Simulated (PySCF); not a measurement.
Run report: C$_{4}$H$_{6}$F$_{3}$Si$_{2}$, EPR calculation

C$_{4}$H$_{6}$F$_{3}$Si$_{2}$, multiplicity 2, computed with UKS B3LYP, pcH-1 on C F H Si, non-relativistic, mean-field spin-orbit, GIAO (PySCF 2.14.0).

It belongs to a series of runs on one base structure; here: H removed from Si.

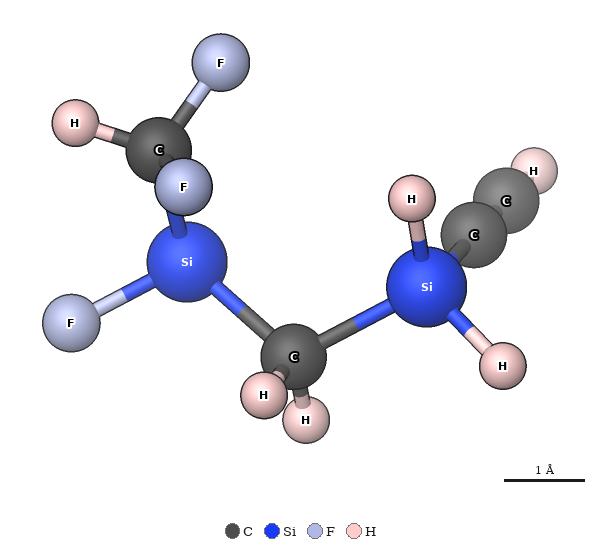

Fig. 1: The structure (ball-and-stick view, seen at a tilt).

### Summary

| quantity | value |
| --- | --- |
| outcome | converged |
| total energy | −1034.555404 hartree |
| ⟨S²⟩ | 0.751 |
| isotropic g | 2.0024 |
| hardware | 1 CPU thread, shared host |
| wall time | 2.2 min |
| peak memory | 1.1 GiB |

### The input
```
{"job": {"kind": "epr", "basis": "pcH-1"}, "charge": 0, "multiplicity": 2}
C      2.178304     2.589130     0.046195
C      1.878920     1.445983     0.268308
Si     1.437653    -0.312859     0.635909
C      0.495441    -0.940723    -0.913973
Si    -1.137768    -0.037183    -1.196525
F     -2.015680    -0.871393    -2.303403
C     -2.331093    -0.231225     0.332077
F     -2.173349     0.764000     1.245640
F     -2.033574    -1.388546     0.996976
H      2.437567     3.589393    -0.153437
H      0.592448    -0.369758     1.826792
H      2.662272    -1.106310     0.803783
H      0.273248    -2.004586    -0.800074
H      1.130422    -0.845260    -1.793776
H     -3.399224    -0.272674     0.077077
```

The first line tells a small driver script what to run in PySCF; the rest is the geometry in Å.

Launch command:
```bash
OMP_NUM_THREADS=1 python <driver script> task.json out
```

### Log
```
UKS, coarse grid
  cycle   1  E = -1034.37474830  |g| = 7.22e-01
  cycle   2  E = -1034.10485581  |g| = 1.18e+00
  cycle   3  E = -1034.55015094  |g| = 1.17e-01
  cycle   4  E = -1034.55426579  |g| = 5.31e-02
  cycle   5  E = -1034.55519262  |g| = 2.11e-02
  cycle   6  E = -1034.55536608  |g| = 8.44e-03
  cycle   7  E = -1034.55539795  |g| = 3.08e-03
  cycle   8  E = -1034.55540343  |g| = 5.74e-04
UKS, final grid
  cycle   1  E = -1034.55540364  |g| = 7.87e-04
  cycle   2  E = -1034.55540277  |g| = 1.58e-03
  cycle   3  E = -1034.55540391  |g| = 2.62e-04
  cycle   4  E = -1034.55540394  |g| = 4.22e-05
  cycle   5  E = -1034.55540394  |g| = 2.57e-05
E = -1034.55540394 Eh   <S^2> = 0.7513 (exact 0.7500)
g shifts (ppm)      1          2          3
  rmc          -187       -187       -187
  gc             54         14        100
  oz_so       -1022        167       1346
  total       -1156         -7       1259
hyperfine (MHz)  atom isotope    a_iso     a_fc   dipolar eigenvalues
    0   13C       0.94       0.94     -0.88     -0.77      1.65
    1   13C      -0.04      -0.04     -0.54     -0.27      0.80
    2  29Si       3.35       3.35     -0.33     -0.19      0.52
    3   13C      56.49      56.48     -7.96     -7.33     15.29
    4  29Si    -674.51    -675.51   -157.22     78.08     79.14
    5   19F     136.64     135.00   -130.93   -125.39    256.31
    6   13C      89.60      89.61     -8.21     -7.77     15.98
    7   19F      -4.30      -4.22     -9.55     -3.28     12.83
    8   19F      88.26      87.91    -64.75    -58.75    123.50
    9    1H      -0.61      -0.61     -0.96     -0.57      1.54
   10    1H      -0.18      -0.19     -1.31     -1.24      2.55
   11    1H       1.91       1.91     -0.94     -0.64      1.58
   12    1H      36.02      36.02     -5.26      0.13      5.13
   13    1H      -0.03      -0.03     -5.76     -2.88      8.63
   14    1H       0.21       0.21     -4.23     -2.23      6.46
```

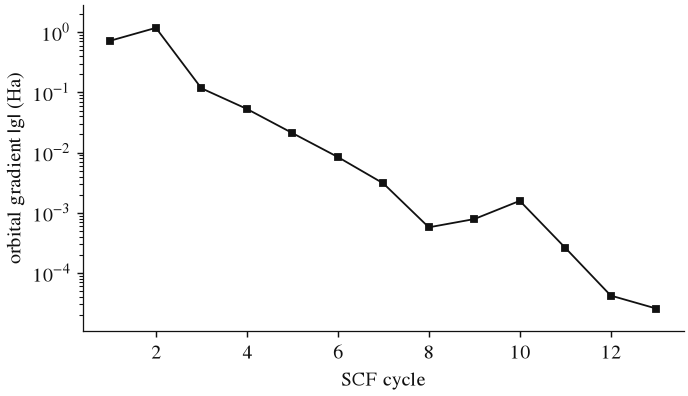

Fig. 2: Convergence of the self-consistent field: orbital gradient |g| against the SCF cycle. All cycles printed in the log are drawn one after another.

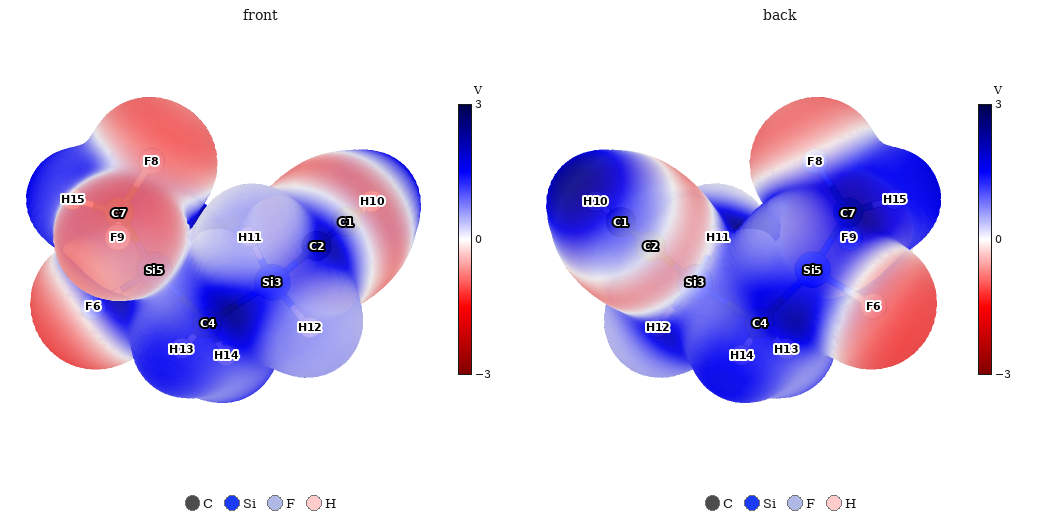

Fig. 3: The electrostatic potential painted on the density surface at 0.004 e/bohr³, seen at a tilt and from behind; the colour scale runs from red (negative) to blue (positive). A positive charge is drawn to the negative regions and a negative charge to the positive ones.

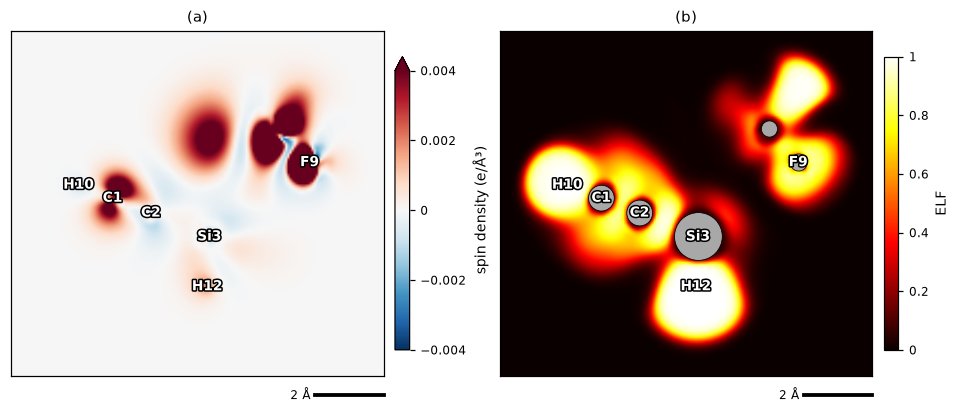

Fig. 4: (a) spin density (α minus β); (b) ELF on the plane of atoms C2, Si3 and H12. Grey discs, where drawn, cover atomic cores. C–C (1.20 Å): the ELF peaks at about 0.85 between the atoms (a multiple bond by its length, whose ELF region spreads away from the axis). C–Si (1.85 Å): the ELF peaks at about 0.95 between the atoms, which marks localised, shared-pair bonding. Si–H (1.47 Å): the ELF climbs to about 1 towards the hydrogen. The unpaired spin (1 electron) lies mostly on Si5 (about 0.7), C7 (about 0.1) and C4 (about 0.1), in electrons by Hirshfeld's partition.

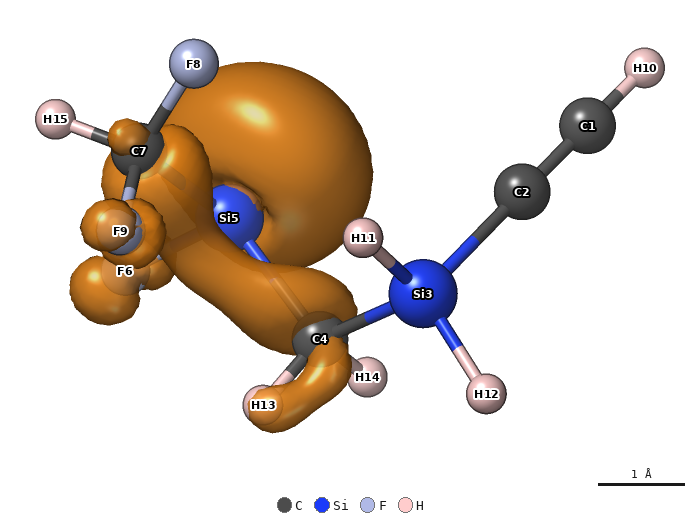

Fig. 5: Isosurfaces of the spin density at +0.02 (orange) and −0.02 e/Å³ (purple), seen face on. The unpaired spin (1 electron) lies mostly on Si5 (about 0.7), C7 (about 0.1) and C4 (about 0.1), in electrons by Hirshfeld's partition. Only one sign reaches the isovalue.
